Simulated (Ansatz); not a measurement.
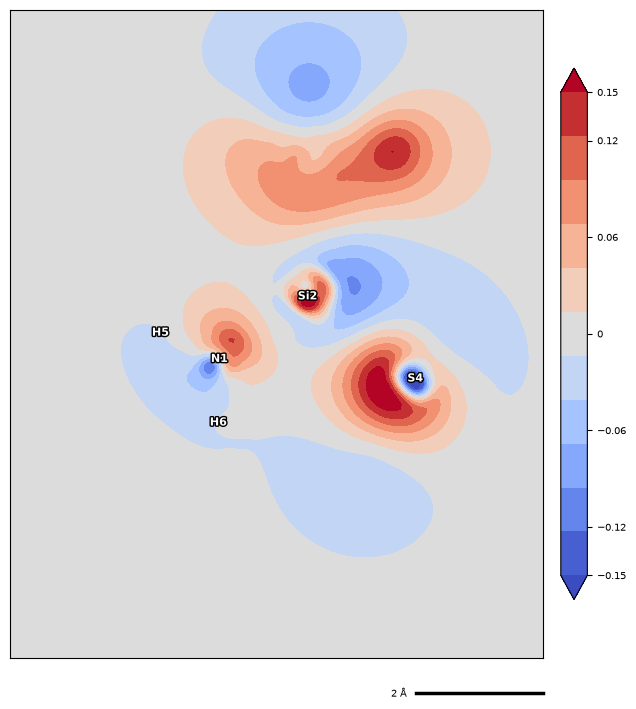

*H5NSSi2. One frontier orbital on the plane of atoms Si2, N1 and H5 (values in Å⁻³ᐟ²; the overall sign is arbitrary).*

Theory: RKS PBE-D4/def2-SVP (Ansatz 0.2.0).

```xyz
9

N    -0.0119    1.4420   -0.5301
Si   -0.1005   -0.1489    0.1180
Si    1.5788   -1.6837    0.0938
S    -1.7521   -0.1795    1.5004
H     0.7408    1.7019   -1.1725
H    -0.7449    2.1518   -0.4736
H     1.6137   -1.6636   -1.4434
H     0.5405   -2.7964    0.2943
H    -1.8644    1.1764    1.6132
```

Question: Which orbital is it: HOMO or LUMO?

Answer: The LUMO, at −2.28 eV. By Hirshfeld shares it lies mainly on Si2 (about 45 %), Si3 (about 25 %), S4 (about 10 %) and N1 (about 10 %).
